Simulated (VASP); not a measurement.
Band structure of ZrN (space group Fm-3m). Calculation: PBE GGA, VASP's PBE PAW potentials (set 64) (plane waves; VASP).

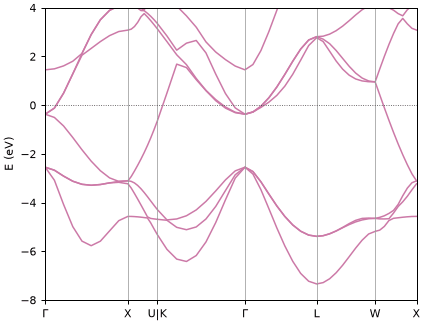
Bands along high-symmetry lines, zero at the valence-band maximum or, without a gap, the Fermi level

Task: Read the plot: is there a gap, and where are the band edges?

Result: It has no gap at this level: it comes out as a metal or semimetal.

The structure comes from a computed database's ZrN entry; how it stands against other phases isn't given here. The cell was not relaxed at this level. The electron count is odd and the run is not spin-polarised, which forces a metal.
